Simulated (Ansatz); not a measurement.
We consider hcp Os, described by PBE (Ansatz, a program for electronic structure, plane waves, PAW).

Settings: plane-wave cutoff 520 eV, 24×24×14 k mesh (along the axes of the cell as run), Fermi–Dirac smearing 0.05 eV, no spin polarisation, scalar-relativistic PAW data made under PBE.

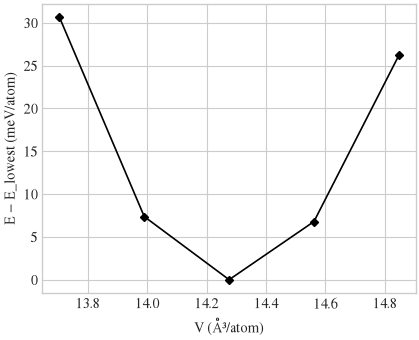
Figure. Total energy against volume

**Question.** From the curve, estimate the equilibrium volume and the bulk modulus.

**Answer.** V0 ≈ 14.3 Å³/atom and B0 ≈ 400 GPa; the fit gives V0 = 14.276 Å³/atom, B0 = 397 GPa, B′ = 4.8.

Shape and atoms are relaxed at each volume.

Measured, for comparison: bulk modulus 425 GPa (zero-point energy and finite temperature contributions removed; as tabulated in doi:10.1021/acs.jctc.3c00612). Computed (rounded) less measured: bulk modulus -7 %.

Note: the bulk modulus comes from volumes at which shape and atoms were relaxed.

Spin–orbit coupling is not included.

Computed values are for the static lattice.
